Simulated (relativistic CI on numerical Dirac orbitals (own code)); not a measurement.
# Ta³²⁺: one ion under different settings

How much do the settings matter for Ta³²⁺? One ion, several inputs.

Program: relativistic CI on numerical Dirac orbitals (own code) version 3. Level of theory: Dirac-Coulomb-Breit CI, KLI orbitals optimised for each configuration, model QED (radiative potential, 1s self-energy scaled to tabulated hydrogen-like ionisation energies), numerical settings as typed. These are calculated values, not measurements, unless marked.

## Step 1: The system

* ion: Ta³²⁺ (Ta XXXIII)
* nuclear charge: 73
* electrons: 41
* isotope: A = 181

## Step 2: A try

Settings, as recorded:

```ini
atom Ta  Z=73  charge=32  electrons=41
nucleus A=181  rms_radius_fm=5.3507
hamiltonian dirac-coulomb  breit=on  qed=on  c_scale=1
orbitals kli  potential=per-configuration
slater_scale 1
correlation none
mixing on
grid step=0.0125 r_max=4.5
scf mixing=0.4 start=green max_iterations=60 tolerance=2e-08 node_fill=0.05
configurations
  [Kr] 4d5
  [Ar] 3d10 4s2 4p5 4d6
  [Ar] 3d10 4s2 4p4 4d7
  [Kr] 4d5
end
```

Run with:

```console
> python run_levels.py task.json out
```

One command runs all members of the session, one after another, from task.json.

Main fields of the result record, rounded:

```text
{
  "status": "refused",
  "warnings": ["a configuration is listed twice"]
}
```

Wall time 0.00051 s (1 thread of Neoverse-V2, shared host).

Diagnosis: the program refused the input. One configuration stands twice in the list, which would make the CI basis linearly dependent. The input had a configuration typed twice. The cure is to strike the repeat.

## Step 3: With the usual settings

Changes to the settings of step 2:

```diff
@@ -8,3 +8,3 @@
 grid step=0.0125 r_max=4.5
-scf mixing=0.4 start=green max_iterations=60 tolerance=2e-08 node_fill=0.05
+scf mixing=0.4 start=green max_iterations=150 tolerance=2e-08 node_fill=0.05
 configurations
@@ -13,3 +13,2 @@
   [Ar] 3d10 4s2 4p4 4d7
-  [Kr] 4d5
 end
```

Result record:

```text
{
  "status": "converged",
  "levels [i, E_cm, J2, conf, term, w_term, w_jj]": [
    [0, 0, 5, "4p6 4d5", "4P", 0.2967, 0.8836],
    [1, 93523.363, 5, "4p6 4d5", "6S", 0.3856, 0.8137],
    [2, 134519.76, 7, "4p6 4d5", "4G", 0.3603, 0.9826],
    [3, 136403.07, 3, "4p6 4d5", "4D", 0.3947, 0.9679],
    [4, 143871.39, 11, "4p6 4d5", "2H", 0.3996, 0.9689],
    [5, 155798.16, 9, "4p6 4d5", "4G", 0.3673, 0.9316],
    [6, 162128.7, 5, "4p6 4d5", "4D", 0.3442, 0.8652],
    [7, 166847.48, 1, "4p6 4d5", "4P", 0.5094, 0.8324],
    [8, 180606.68, 7, "4p6 4d5", "2F", 0.3829, 0.9439],
    [9, 217493.08, 3, "4p6 4d5", "2D", 0.56, 0.7784],
    [10, 225005.26, 5, "4p6 4d5", "2D", 0.3071, 0.8034],
    [11, 250568.17, 7, "4p6 4d5", "4D", 0.5141, 0.9737],
    [12, 257802.82, 11, "4p6 4d5", "2I", 0.5207, 0.9705],
    [13, 262322.54, 9, "4p6 4d5", "4G", 0.5515, 0.9303],
    "... 16 more rows left out ..."
  ],
  "total_energy [Ha]": -15046.846234,
  "n_levels_all": 478,
  "overlap": 1.82846e-11,
  "scf_iterations": [10, 10, 10],
  "orbital_energies [Ha]": {"1s": -2516.05, "2s": -470.936, "2p1/2": -452.073, "2p3/2": -405.526, "3s": -143.357, "3p1/2": -135.093, "3p3/2": -124.876, "3d3/2": -111.096, "3d5/2": -108.867, "4s": -61.1019, "4p1/2": -57.5875, "4p3/2": -54.6275, "4d3/2": -48.8951, "4d5/2": -48.2724},
  "configurations [conf, odd, states, E_av_Ha, breit_Ha, qed_Ha]": [
    ["4p6 4d5", 0, 252, -15072.82496, 16.25, 11.12],
    ["4p5 4d6", 1, 1260, -15065.34602, 16.21, 11.12],
    ["4p4 4d7", 0, 1800, -15057.75684, 16.18, 11.11]
  ],
  "scf_steps of the first configuration [iteration, E_Ha, residual, outer_eigenvalue_Ha]": [
    [1, -14872.55301, 6.76, -80.18],
    [2, -15016.16808, 3.65, -63.87],
    [3, -15072.57855, 0.196, -48.43],
    [4, -15072.75842, 0.131, -48.85],
    [5, -15072.82483, 0.00129, -48.27],
    [6, -15072.82496, 0.000353, -48.27],
    [7, -15072.82496, 4.37e-05, -48.27],
    [8, -15072.82496, 1.59e-06, -48.27],
    [9, -15072.82496, 1.63e-06, -48.27],
    [10, -15072.82496, 6.8e-09, -48.27]
  ]
}
```

Wall time 0.19 s (1 thread of Neoverse-V2, shared host).

## Step 4: Breit term off

Changes to the settings of step 3:

```diff
@@ -2,3 +2,3 @@
 nucleus A=181  rms_radius_fm=5.3507
-hamiltonian dirac-coulomb  breit=on  qed=on  c_scale=1
+hamiltonian dirac-coulomb  breit=off  qed=on  c_scale=1
 orbitals kli  potential=per-configuration
```

Result record:

```text
{
  "status": "converged",
  "levels [i, E_cm, J2, conf, term, w_term]": [
    [0, 0, 5, "4p6 4d5", "4P", 0.2947],
    [1, 96022.932, 5, "4p6 4d5", "6S", 0.3856],
    [2, 137401.49, 7, "4p6 4d5", "4G", 0.3574],
    [3, 138804.37, 3, "4p6 4d5", "4D", 0.3937],
    [4, 147685.15, 11, "4p6 4d5", "2H", 0.4026],
    [5, 159183.14, 9, "4p6 4d5", "4G", 0.3611],
    [6, 165226.24, 5, "4p6 4d5", "4D", 0.3406],
    [7, 169706.87, 1, "4p6 4d5", "4P", 0.5052],
    "... 22 more rows left out ..."
  ],
  "total_energy [Ha]": -15063.120348,
  "n_levels_all": 478,
  "overlap": 1.82846e-11,
  "scf_iterations": [10, 10, 10],
  "orbital_energies [Ha]": {"1s": -2516.05, "2s": -470.936, "2p1/2": -452.073, "2p3/2": -405.526, "3s": -143.357, "3p1/2": -135.093, "3p3/2": -124.876, "3d3/2": -111.096, "3d5/2": -108.867, "4s": -61.1019, "4p1/2": -57.5875, "4p3/2": -54.6275, "4d3/2": -48.8951, "4d5/2": -48.2724},
  "configurations [conf, odd, states, E_av_Ha, breit_Ha, qed_Ha]": [
    ["4p6 4d5", 0, 252, -15072.82496, 0, 11.12],
    ["4p5 4d6", 1, 1260, -15065.34602, 0, 11.12],
    ["4p4 4d7", 0, 1800, -15057.75684, 0, 11.11]
  ],
  "scf_steps of the first configuration [iteration, E_Ha, residual, outer_eigenvalue_Ha]": [
    [1, -14872.55301, 6.76, -80.18],
    [2, -15016.16808, 3.65, -63.87],
    [3, -15072.57855, 0.196, -48.43],
    [4, -15072.75842, 0.131, -48.85],
    [5, -15072.82483, 0.00129, -48.27],
    [6, -15072.82496, 0.000353, -48.27],
    [7, -15072.82496, 4.37e-05, -48.27],
    [8, -15072.82496, 1.59e-06, -48.27],
    [9, -15072.82496, 1.63e-06, -48.27],
    [10, -15072.82496, 6.8e-09, -48.27]
  ]
}
```

Wall time 0.17 s (1 thread of Neoverse-V2, shared host).

## Step 5: Potential mixing 0.05

Settings, as recorded:

```ini
atom Ta  Z=73  charge=32  electrons=41
nucleus A=181  rms_radius_fm=5.3507
hamiltonian dirac-coulomb  breit=on  qed=on  c_scale=1
orbitals kli  potential=per-configuration
slater_scale 1
correlation none
mixing on
grid step=0.0125 r_max=4.5
scf mixing=0.05 start=green max_iterations=150 tolerance=2e-08 node_fill=0.05
configurations
  [Kr] 4d5
  [Ar] 3d10 4s2 4p5 4d6
  [Ar] 3d10 4s2 4p4 4d7
end
```

Result record:

```text
{
  "status": "converged",
  "levels [i, E_cm, J2, conf, term, w_term]": [
    [0, 0, 5, "4p6 4d5", "4P", 0.2967],
    [1, 93523.363, 5, "4p6 4d5", "6S", 0.3856],
    [2, 134519.76, 7, "4p6 4d5", "4G", 0.3603],
    [3, 136403.07, 3, "4p6 4d5", "4D", 0.3947],
    [4, 143871.39, 11, "4p6 4d5", "2H", 0.3996],
    [5, 155798.16, 9, "4p6 4d5", "4G", 0.3673],
    [6, 162128.7, 5, "4p6 4d5", "4D", 0.3442],
    [7, 166847.48, 1, "4p6 4d5", "4P", 0.5094],
    "... 22 more rows left out ..."
  ],
  "total_energy [Ha]": -15046.846234,
  "n_levels_all": 478,
  "overlap": 1.82848e-11,
  "scf_iterations": [12, 12, 12],
  "orbital_energies [Ha]": {"1s": -2516.05, "2s": -470.936, "2p1/2": -452.073, "2p3/2": -405.526, "3s": -143.357, "3p1/2": -135.093, "3p3/2": -124.876, "3d3/2": -111.096, "3d5/2": -108.867, "4s": -61.1019, "4p1/2": -57.5875, "4p3/2": -54.6275, "4d3/2": -48.8951, "4d5/2": -48.2724},
  "configurations [conf, odd, states, E_av_Ha, breit_Ha, qed_Ha]": [
    ["4p6 4d5", 0, 252, -15072.82496, 16.25, 11.12],
    ["4p5 4d6", 1, 1260, -15065.34602, 16.21, 11.12],
    ["4p4 4d7", 0, 1800, -15057.75684, 16.18, 11.11]
  ],
  "scf_steps of the first configuration [iteration, E_Ha, residual, outer_eigenvalue_Ha]": [
    [1, -14872.55301, 6.76, -80.18],
    [2, -14894.41586, 6.39, -78.01],
    [3, -15071.96253, 0.382, -48.47],
    [4, -15072.75462, 0.21, -49.88],
    [5, -15072.81433, 0.0514, -48.06],
    [6, -15072.82463, 0.00268, -48.27],
    [7, -15072.8249, 0.000834, -48.27],
    [8, -15072.82496, 0.000209, -48.27],
    [9, -15072.82496, 5.13e-06, -48.27],
    [10, -15072.82496, 1.15e-05, -48.27],
    [11, -15072.82496, 2.49e-07, -48.27],
    [12, -15072.82496, 5.34e-09, -48.27]
  ]
}
```

It took 0.2 s on 1 thread of Neoverse-V2, shared host.

## Step 6: Slater scale 0.5

Settings, as recorded:

```ini
atom Ta  Z=73  charge=32  electrons=41
nucleus A=181  rms_radius_fm=5.3507
hamiltonian dirac-coulomb  breit=on  qed=on  c_scale=1
orbitals kli  potential=per-configuration
slater_scale 0.5
correlation none
mixing on
grid step=0.0125 r_max=4.5
scf mixing=0.4 start=green max_iterations=150 tolerance=2e-08 node_fill=0.05
configurations
  [Kr] 4d5
  [Ar] 3d10 4s2 4p5 4d6
  [Ar] 3d10 4s2 4p4 4d7
end
```

Result record:

```text
{
  "status": "converged",
  "levels [i, E_cm, J2, conf, term, w_term]": [
    [0, 0, 5, "4p6 4d5", "2D", 0.2586],
    [1, 109583.49, 5, "4p6 4d5", "6S", 0.3372],
    [2, 128890.64, 7, "4p6 4d5", "4G", 0.3112],
    [3, 131054.53, 3, "4p6 4d5", "4D", 0.3799],
    [4, 132907.14, 11, "4p6 4d5", "2H", 0.4515],
    [5, 140587.61, 9, "4p6 4d5", "2G", 0.3332],
    [6, 146031.23, 5, "4p6 4d5", "2D", 0.3575],
    [7, 151571.99, 1, "4p6 4d5", "4P", 0.3893],
    "... 22 more rows left out ..."
  ],
  "total_energy [Ha]": -15046.715902,
  "n_levels_all": 478,
  "overlap": 1.82846e-11,
  "scf_iterations": [10, 10, 10],
  "orbital_energies [Ha]": {"1s": -2516.05, "2s": -470.936, "2p1/2": -452.073, "2p3/2": -405.526, "3s": -143.357, "3p1/2": -135.093, "3p3/2": -124.876, "3d3/2": -111.096, "3d5/2": -108.867, "4s": -61.1019, "4p1/2": -57.5875, "4p3/2": -54.6275, "4d3/2": -48.8951, "4d5/2": -48.2724},
  "configurations [conf, odd, states, E_av_Ha, breit_Ha, qed_Ha]": [
    ["4p6 4d5", 0, 252, -15072.82496, 16.25, 11.12],
    ["4p5 4d6", 1, 1260, -15065.34602, 16.21, 11.12],
    ["4p4 4d7", 0, 1800, -15057.75684, 16.18, 11.11]
  ],
  "scf_steps of the first configuration [iteration, E_Ha, residual, outer_eigenvalue_Ha]": [
    [1, -14872.55301, 6.76, -80.18],
    [2, -15016.16808, 3.65, -63.87],
    [3, -15072.57855, 0.196, -48.43],
    [4, -15072.75842, 0.131, -48.85],
    [5, -15072.82483, 0.00129, -48.27],
    [6, -15072.82496, 0.000353, -48.27],
    [7, -15072.82496, 4.37e-05, -48.27],
    [8, -15072.82496, 1.59e-06, -48.27],
    [9, -15072.82496, 1.63e-06, -48.27],
    [10, -15072.82496, 6.8e-09, -48.27]
  ]
}
```

Run time: 0.19 s. Hardware: 1 thread of Neoverse-V2, shared host.

## Step 7: Node fill 0.2

Settings, as recorded:

```ini
atom Ta  Z=73  charge=32  electrons=41
nucleus A=181  rms_radius_fm=5.3507
hamiltonian dirac-coulomb  breit=on  qed=on  c_scale=1
orbitals kli  potential=per-configuration
slater_scale 1
correlation none
mixing on
grid step=0.0125 r_max=4.5
scf mixing=0.4 start=green max_iterations=150 tolerance=2e-08 node_fill=0.2
configurations
  [Kr] 4d5
  [Ar] 3d10 4s2 4p5 4d6
  [Ar] 3d10 4s2 4p4 4d7
end
```

Result record:

```text
{
  "status": "converged",
  "levels [i, E_cm, J2, conf, term, w_term]": [
    [0, 0, 5, "4p6 4d5", "4P", 0.2964],
    [1, 93748.639, 5, "4p6 4d5", "6S", 0.3856],
    [2, 134685.68, 7, "4p6 4d5", "4G", 0.36],
    [3, 136569.56, 3, "4p6 4d5", "4D", 0.3947],
    [4, 144033.99, 11, "4p6 4d5", "2H", 0.4],
    [5, 155952.98, 9, "4p6 4d5", "4G", 0.3665],
    [6, 162294.74, 5, "4p6 4d5", "4D", 0.3437],
    [7, 167023.91, 1, "4p6 4d5", "4P", 0.5087],
    "... 22 more rows left out ..."
  ],
  "total_energy [Ha]": -15046.86586,
  "n_levels_all": 478,
  "overlap": 1.72559e-11,
  "scf_iterations": [10, 10, 10],
  "orbital_energies [Ha]": {"1s": -2514.49, "2s": -470.175, "2p1/2": -451.221, "2p3/2": -404.741, "3s": -143.023, "3p1/2": -134.735, "3p3/2": -124.544, "3d3/2": -110.731, "3d5/2": -108.512, "4s": -61.0047, "4p1/2": -57.4825, "4p3/2": -54.5349, "4d3/2": -48.7926, "4d5/2": -48.1739},
  "configurations [conf, odd, states, E_av_Ha, breit_Ha, qed_Ha]": [
    ["4p6 4d5", 0, 252, -15072.8181, 16.23, 11.12],
    ["4p5 4d6", 1, 1260, -15065.33903, 16.19, 11.11],
    ["4p4 4d7", 0, 1800, -15057.7498, 16.16, 11.11]
  ],
  "scf_steps of the first configuration [iteration, E_Ha, residual, outer_eigenvalue_Ha]": [
    [1, -14872.55301, 6.8, -80.18],
    [2, -15016.79131, 3.68, -63.81],
    [3, -15072.4775, 0.2, -48.33],
    [4, -15072.79591, 0.133, -48.76],
    [5, -15072.81792, 0.00131, -48.17],
    [6, -15072.81793, 0.000395, -48.17],
    [7, -15072.81811, 4.91e-05, -48.17],
    [8, -15072.8181, 8.73e-07, -48.17],
    [9, -15072.8181, 1.72e-06, -48.17],
    [10, -15072.8181, 7.37e-09, -48.17]
  ]
}
```

Wall time 0.19 s (1 thread of Neoverse-V2, shared host).

## Step 8: Tolerance 0.3

Changes to the settings of step 7:

```diff
@@ -8,3 +8,3 @@
 grid step=0.0125 r_max=4.5
-scf mixing=0.4 start=green max_iterations=150 tolerance=2e-08 node_fill=0.2
+scf mixing=0.4 start=green max_iterations=100 tolerance=0.3 node_fill=0.05
 configurations
```

Result record:

```text
{
  "status": "converged",
  "levels [i, E_cm, J2, conf, term, w_term]": [
    [0, 0, 5, "4p6 4d5", "4P", 0.2954],
    [1, 94546.747, 5, "4p6 4d5", "6S", 0.3858],
    [2, 135230.8, 7, "4p6 4d5", "4G", 0.3587],
    [3, 137122.52, 3, "4p6 4d5", "4D", 0.3944],
    [4, 144549.73, 11, "4p6 4d5", "2H", 0.4012],
    [5, 156438.65, 9, "4p6 4d5", "4G", 0.3635],
    [6, 162822.78, 5, "4p6 4d5", "4D", 0.3419],
    [7, 167595.03, 1, "4p6 4d5", "4P", 0.5064],
    "... 22 more rows left out ..."
  ],
  "total_energy [Ha]": -15046.685508,
  "n_levels_all": 478,
  "overlap": 2.11058e-11,
  "scf_iterations": [3, 3, 3],
  "orbital_energies [Ha]": {"1s": -2514.28, "2s": -467.87, "2p1/2": -448.97, "2p3/2": -402.408, "3s": -142.161, "3p1/2": -133.8, "3p3/2": -123.725, "3d3/2": -109.537, "3d5/2": -107.367, "4s": -61.2912, "4p1/2": -57.7637, "4p3/2": -54.8324, "4d3/2": -49.0389, "4d5/2": -48.4285},
  "configurations [conf, odd, states, E_av_Ha, breit_Ha, qed_Ha]": [
    ["4p6 4d5", 0, 252, -15072.57855, 16.17, 11.12],
    ["4p5 4d6", 1, 1260, -15065.09476, 16.14, 11.11],
    ["4p4 4d7", 0, 1800, -15057.50006, 16.1, 11.11]
  ],
  "scf_steps of the first configuration [iteration, E_Ha, residual, outer_eigenvalue_Ha]": [
    [1, -14872.55301, 6.76, -80.18],
    [2, -15016.16808, 3.65, -63.87],
    [3, -15072.57855, 0.196, -48.43]
  ]
}
```

Run time: 0.15 s. Hardware: 1 thread of Neoverse-V2, shared host.

A bad setting: its result is shown only for the comparison.

## Step 9: Comparison

| setting | total energy less usual (Ha) | largest shift of a level among the lowest eight of both runs, same label and place (cm⁻¹) | SCF iterations | time | lowest level | kind of change |
| --- | --- | --- | --- | --- | --- | --- |
| usual | 0 | 0 | 30 | 0.19 s | 4d5 [4d5/2] J=5/2 | - |
| Breit term off | -16.3 | 3810 | 30 | 0.17 s | 4d5 [4d5/2] J=5/2 | model term |
| potential mixing 0.05 | 0 | 0 | 36 | 0.2 s | 4d5 [4d5/2] J=5/2 | numerical |
| Slater scale 0.5 | 0.13 | 16100 | 30 | 0.19 s | 4d5 [4d5/2] J=5/2 | model term |
| node fill 0.2 | -0.0196 | 225 | 30 | 0.19 s | 4d5 [4d5/2] J=5/2 | numerical |
| tolerance 0.3 | 0.161 | 1020 | 9 | 0.15 s | 4d5 [4d5/2] J=5/2 | unsound |

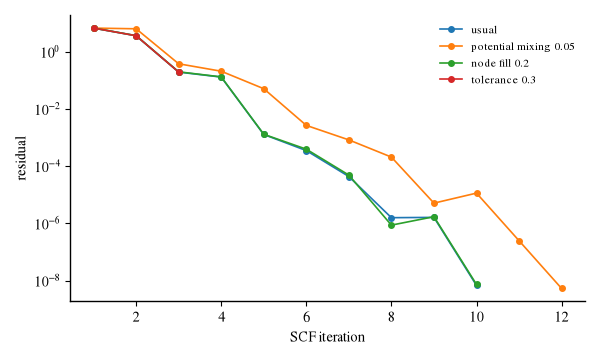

Residual of the first configuration's SCF.

## Step 10: Results

```
                    quantity              value
lowest level, usual settings  4d5 [4d5/2] J=5/2
                total energy     -15046.8462 Ha
            first excitation         93523 cm⁻¹
       runs without a result                  1
```

What this shows: Among the runs whose levels can be followed, they move most under «Slater scale 0.5» (model term), by up to 16100 cm⁻¹. No visible change in the result comes from «potential mixing 0.05». Only the listed configurations are in the model.
